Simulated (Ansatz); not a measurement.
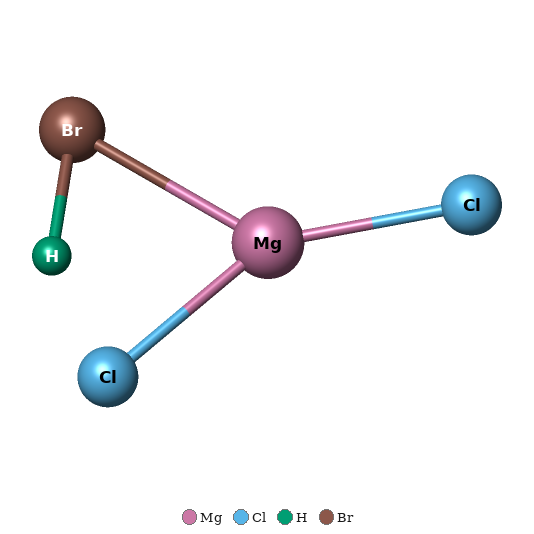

Harmonic vibrations computed with RKS PBE0-D4/def2-SVP (Ansatz 0.2.0) at a stationary point of the same level.

Is this a minimum or a saddle point?

A first-order saddle point: one imaginary frequency, 94i cm⁻¹.

List the wavenumbers.

9 modes: 94i, 81, 109, 192, 332, 546, 617, 753, 1283 cm⁻¹.
